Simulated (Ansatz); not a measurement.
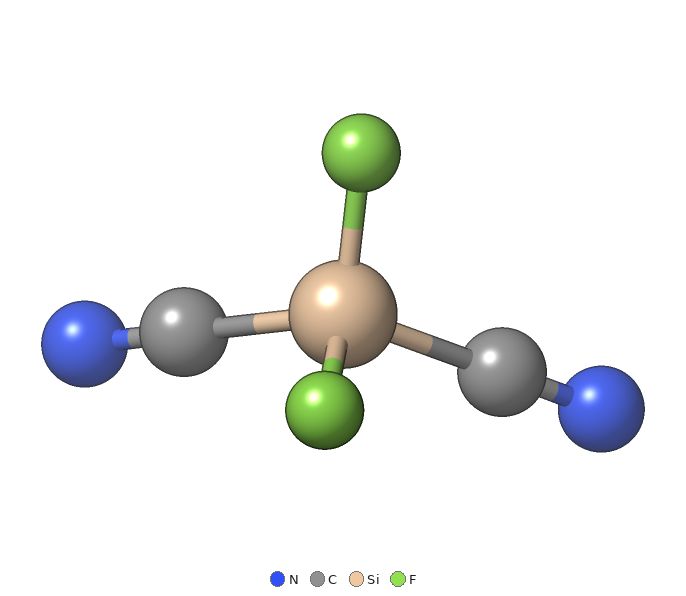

A ball-and-stick model of a molecule.

The geometry was computed by an optimisation with PBE0-D4/def2-TZVP.

What does the picture show?

It has 7 atoms: 2 carbon, 2 fluorine, 2 nitrogen and 1 silicon (C2F2N2Si). Its SMILES string is `N#C[Si](F)(F)C#N`. It has no ring. Among its groups: nitrile. The point group is C2v. Coordination: 2 C linear; 1 Si tetrahedral.

The parts below concern this one geometry. Atoms keep their numbers from picture to picture.

**Vibrations**

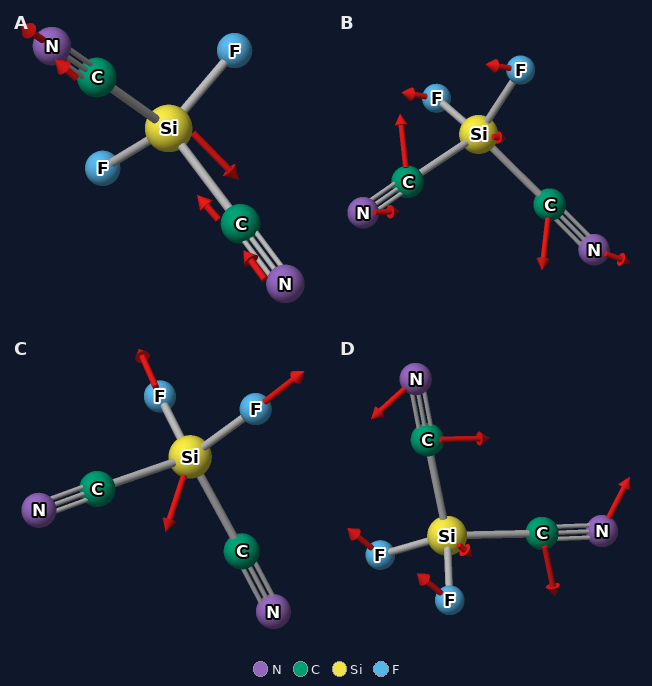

4 normal modes of one molecule or complex, as arrows. Harmonic vibrations computed with RKS PBE0-D4/def2-TZVP (Ansatz 0.2.0) at a stationary point of the same level.

**Match the panels to the wavenumbers 207 cm⁻¹, 371 cm⁻¹, 717 cm⁻¹, 939 cm⁻¹.**

A: 717 cm⁻¹
B: 371 cm⁻¹, C–Si–F bending
C: 939 cm⁻¹, in-phase stretching of 2 F–Si bonds
D: 207 cm⁻¹

**Levels of theory compared**

Program: Ansatz 0.2.0.

Compare dipole (D) at these levels: B3LYP-D4/def2-TZVPP; PBE-D4/def2-TZVPP; PBE0-D4/def2-TZVP; r2SCAN-D4/def2-TZVPP; ωB97M-V/def2-TZVPP.

```csv
level,dipole (D)
B3LYP-D4/def2-TZVPP,1.78
PBE-D4/def2-TZVPP,1.78
PBE0-D4/def2-TZVP,1.76
r2SCAN-D4/def2-TZVPP,1.80
ωB97M-V/def2-TZVPP,1.81
```

**Charges**

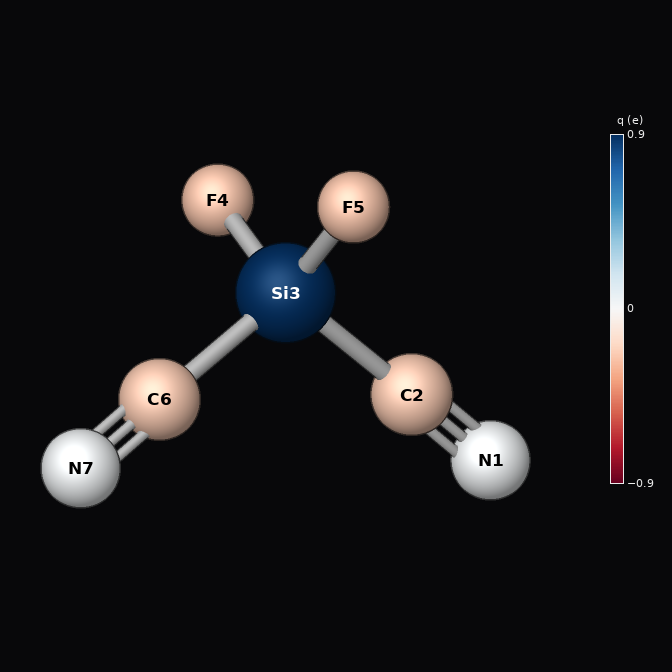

Atoms are coloured by their Mulliken charges. Method: RKS ωB97M-V/def2-TZVPP (Ansatz 0.2.0).

**Which atom carries the highest charge (most positive or least negative)?**

Si3 (0.90 e).

**And the lowest?**

F4, F5 (−0.24 e).

Give the Mulliken charges atom by atom.

| atom | value (e) |
| --- | --- |
| N1 | 0.02 |
| C2 | −0.23 |
| Si3 | 0.90 |
| F4 | −0.24 |
| F5 | −0.24 |
| C6 | −0.23 |
| N7 | 0.02 |

**Thermal motion**

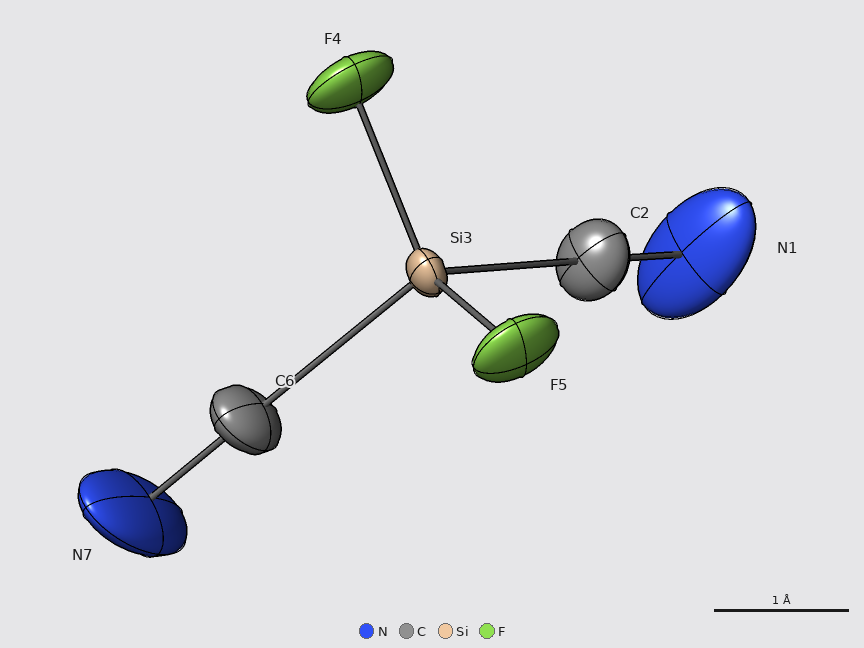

Displacement ellipsoids at the 50 % level, enlarged 3 times, from the internal vibrations of the free molecule (harmonic, no overall translation or rotation; no half-axis is drawn under 0.075 Å). Vibrations computed with RKS PBE0-D4/def2-TZVP (Ansatz 0.2.0). Temperature: 200 K.

**Which atom moves most?**

N1, N7, with U_eq = 0.0088 Å².

Give the displacement parameters, one line for each set of equivalent atoms.

```json
{"atom": "N1, N7", "U_eq (Å²)": "0.0088", "rms amplitudes (Å)": "0.041, 0.085, 0.132"}
{"atom": "C2, C6", "U_eq (Å²)": "0.0036", "rms amplitudes (Å)": "0.042, 0.064, 0.070"}
{"atom": "Si3", "U_eq (Å²)": "0.0015", "rms amplitudes (Å)": "0.030, 0.042, 0.044"}
{"atom": "F4, F5", "U_eq (Å²)": "0.0041", "rms amplitudes (Å)": "0.036, 0.071, 0.077"}
```

Mulliken values depend strongly on the basis set and can even reverse the polarity of a bond.
